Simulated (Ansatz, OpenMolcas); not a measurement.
**How basis sets differ on C2H3Al (AlH2(CCH))**

The species is C2H3Al (6 atoms), meant as a singlet with charge 0. SMILES: `[H][Al]([H])[C]#C`. Geometry: a GFN2-xTB relaxation, a rough one for these elements and not checked as a minimum.

Quantity: the HOMO–LUMO gap, in eV. The values are calculated.

```csv
level,kind,program,value (eV)
HF/ANO-RCC-MB (DKH2),Hartree–Fock,OpenMolcas,11.95
HF/STO-3G,Hartree–Fock,Ansatz,15.76
HF/3-21G,Hartree–Fock,Ansatz,11.59
HF/def2-SVP,Hartree–Fock,Ansatz,11.80
```

The values span 11.59 to 15.76 eV. A Hartree–Fock LUMO above zero doesn't converge with the basis: it sinks as sets grow more diffuse. Orbital gaps aren't excitation energies.

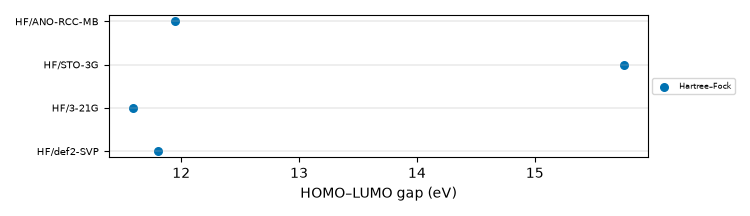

The values of the table, level by level.
